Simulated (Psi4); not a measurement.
# OMP2/6-31G(d) (density fitting for correlation, spherical functions) run of BPH3F3 (SMILES [BH3-][P+](F)(F)F)

What is the vertical ionisation energy of BPH3F3 at OMP2/6-31G* (density fitting for correlation, spherical functions)? 

The calculation is run with Psi4 1.11.

2 further runs of the same task are left out: 1 that didn't finish, 1 set aside as unsound or not needed.

**1. The structure to begin with**

BPH3F3 has 8 atoms, charge 0, and is taken as a singlet. As SMILES, `[BH3-][P+](F)(F)F`. The shape is that of a PBE0-D4/def2-TZVP optimisation.

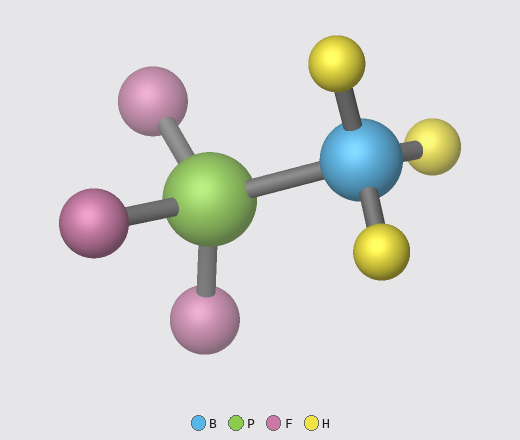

Viewed from a chosen angle; boron blue, phosphorus green, fluorine pink, hydrogen yellow.

**2. The energy at OMP2/6-31G(d) (density fitting for correlation, spherical functions)**

Input file job.dat:

```
memory 2200 MB

molecule {
  B     -0.079940     0.958130     0.502960
  P      0.055250    -0.662160    -0.347680
  F      0.301370    -1.910790     0.523410
  F     -1.155920    -1.141880    -1.173150
  F      1.178770    -0.833130    -1.390240
  H     -1.022770     0.798330     1.239980
  H     -0.266070     1.727350    -0.408780
  H      0.989320     1.064150     1.053500
  symmetry c1
  no_reorient
  no_com
}

set {
  puream          true
  e_convergence   1e-09
  d_convergence   1e-08
  scf_type        pk
  num_frozen_docc 9
}

e, wfn = energy("omp2/6-31G*", return_wfn=True)
```

On the command line:

```bash
$ psi4 -i job.dat -o job.out -n 1
```

job.out:

```text
[...]
  Running in c1 symmetry.
[...]
  Nuclear repulsion =  269.858079594122273
[...]
  Multiplicity = 1
[...]
  Nalpha       = 25
  Nbeta        = 25
[...]
    Number of basis functions: 80
[...]
   @RHF iter   1:  -665.42097470411568   -4.44277e-01   5.92345e-03 DIIS/ADIIS
[...]
   @RHF iter  10:  -665.52824628646908   -2.29647e-11   9.65897e-09 DIIS
[...]
    Orbital Energies [Eh]
    ---------------------
    Doubly Occupied:
       1A    -80.196612     2A    -26.390343     3A    -26.390342
       4A    -26.390342     5A     -7.723686     6A     -7.548457
       7A     -5.619775     8A     -5.619775     9A     -5.616106
      10A     -1.744364    11A     -1.687625    12A     -1.687624
      13A     -0.979108    14A     -0.842707    15A     -0.839598
      16A     -0.839598    17A     -0.767413    18A     -0.767412
      19A     -0.731152    20A     -0.723801    21A     -0.723801
      22A     -0.709343    23A     -0.494403    24A     -0.478950
      25A     -0.478944
[...]
  @RHF Final Energy:  -665.52824628646908
   => Energetics <=
    Nuclear Repulsion Energy =            269.8580795941222732
    One-Electron Energy =               -1458.7900876068852085
    Two-Electron Energy =                 523.4037617262938511
    Total Energy =                       -665.5282462864690842
[...]
 Multipole Moments:
 ------------------------------------------------------------------------------------
     Multipole            Electronic (a.u.)      Nuclear  (a.u.)        Total (a.u.)
 ------------------------------------------------------------------------------------
 L = 1.  Multiply by 2.5417464519 to convert [e a0] to [Debye]
 Dipole X            :         -5.7009265            5.7589593            0.0580328
 Dipole Y            :         68.3251150          -69.0205838           -0.6954687
 Dipole Z            :         35.8712555          -36.2364811           -0.3652257
 Magnitude           :                                                    0.7876766
[...]
	Warning: cc_lambda option is changed to TRUE
	For this residual convergence, default PCG convergence is:     1.00e-07
[...]
	DF-MP2 Total Energy (a.u.)         :  -666.24359787476419
[...]
	DF-MP2 Total Energy (a.u.)         :  -666.25406967913455
[...]
	DF-OMP2 Total Energy (a.u.)        :  -666.25406967915671
[...]
```

Run time: 15 s. Hardware: 1 thread of Intel Xeon 6975P-C (Granite Rapids), shared host; peak memory 0.28 GiB.

**3. The doublet cation**

Input file calc.in:

```
memory 2200 MB

molecule molecule1 {
  1 2
  B     -0.079940     0.958130     0.502960
  P      0.055250    -0.662160    -0.347680
  F      0.301370    -1.910790     0.523410
  F     -1.155920    -1.141880    -1.173150
  F      1.178770    -0.833130    -1.390240
  H     -1.022770     0.798330     1.239980
  H     -0.266070     1.727350    -0.408780
  H      0.989320     1.064150     1.053500
  units angstrom
  symmetry c1
}

set globals {
  basis           6-31G*
  reference       uhf
  puream          true
  e_convergence   1e-09
  d_convergence   1e-08
  scf_type        pk
  num_frozen_docc 9
  maxiter         100
}

energy_value, wavefunction = energy("omp2", return_wfn=True)
```

On the command line:

```bash
$ psi4 -n 1 calc.in calc.out
```

calc.out:

```text
[...]
  Running in c1 symmetry.
[...]
  Nuclear repulsion =  269.858079594122216
[...]
  Multiplicity = 2
[...]
  Nalpha       = 25
  Nbeta        = 24
[...]
    Number of basis functions: 80
[...]
   @UHF iter   1:  -664.93319223647939    4.35057e-02   6.56587e-03 DIIS/ADIIS
[...]
   @UHF iter  18:  -665.07472110351614   -3.06954e-12   6.08481e-09 DIIS
[...]
   @S^2 Observed:                7.668305182E-01
[...]
    Orbital Energies [Eh]
    ---------------------
    Alpha Occupied:
       1A    -80.516648     2A    -26.628668     3A    -26.628662
       4A    -26.628661     5A     -8.034111     6A     -7.853345
       7A     -5.935001     8A     -5.929098     9A     -5.929097
      10A     -1.976934    11A     -1.918402    12A     -1.918397
      13A     -1.247227    14A     -1.107860    15A     -1.068453
      16A     -1.068451    17A     -0.997720    18A     -0.993428
      19A     -0.993426    20A     -0.949186    21A     -0.949183
      22A     -0.933144    23A     -0.823377    24A     -0.779158
      25A     -0.779113
    Alpha Virtual:
[...]
  @UHF Final Energy:  -665.07472110351614
   => Energetics <=
    Nuclear Repulsion Energy =            269.8580795941222163
    One-Electron Energy =               -1445.8978304403856328
    Two-Electron Energy =                 510.9650297427472196
    Total Energy =                       -665.0747211035161399
  UHF NO Occupations:
  HONO-2 :   23  A 1.9984951
  HONO-1 :   24  A 1.9955535
[...]
 Multipole Moments:
 ------------------------------------------------------------------------------------
     Multipole            Electronic (a.u.)      Nuclear  (a.u.)        Total (a.u.)
 ------------------------------------------------------------------------------------
 L = 1.  Multiply by 2.5417464519 to convert [e a0] to [Debye]
 Dipole X            :          0.3090024           -0.4372120           -0.1282095
 Dipole Y            :         -3.7032412            5.2400376            1.5367963
 Dipole Z            :         -1.9446565            2.7510784            0.8064219
 Magnitude           :                                                    1.7402577
[...]
	Warning: cc_lambda option is changed to TRUE
	For this residual convergence, default PCG convergence is:     1.00e-07
[...]
	DF-SCS-MP2 Total Energy (a.u.)     :  -665.76095216998044
	DF-SOS-MP2 Total Energy (a.u.)     :  -665.74758415075667
[...]
	DF-SCS-OMP2 Total Energy (a.u.)    :  -665.77191861651011
	DF-SOS-OMP2 Total Energy (a.u.)    :  -665.70325783243959
	DF-SCS(N)-OMP2 Total Energy (a.u.) :  -665.42017376322315
[...]
	DF-OMP2 Total Energy (a.u.)        :  -665.80163801649473
[...]
```

Wall time 61 s (1 thread of Intel Xeon 6975P-C (Granite Rapids), shared host); peak memory 0.29 GiB.

**4. Results**

Level: OMP2/6-31G* (density fitting for correlation, spherical functions), 9 core orbitals frozen.

| quantity | value |
| --- | --- |
| singlet BPH3F3: total energy | -666.25407 Eh |
| singlet BPH3F3: HOMO energy (Hartree–Fock orbitals) | -13.03 eV |
| singlet BPH3F3: LUMO energy (Hartree–Fock orbitals) | 4.38 eV |
| singlet BPH3F3: HOMO–LUMO gap (Hartree–Fock orbitals) | 17.42 eV |
| singlet BPH3F3: correlation energy (9 core orbitals frozen) | -725.8 mEh |
| doublet cation: total energy | -665.80164 Eh |
| doublet cation: HOMO energy (Hartree–Fock orbitals) (highest over α and β) | -19.97 eV |
| doublet cation: LUMO energy (Hartree–Fock orbitals) (lowest over α and β) | -11.25 eV |
| doublet cation: correlation energy (9 core orbitals frozen) | -726.9 mEh |
| doublet cation: ⟨S²⟩ of the reference determinant | 0.767 |
| vertical ionisation energy (to the doublet cation) | 12.311 eV |

What this shows: Removing an electron at fixed nuclei costs 12.31 eV (1188 kJ/mol).
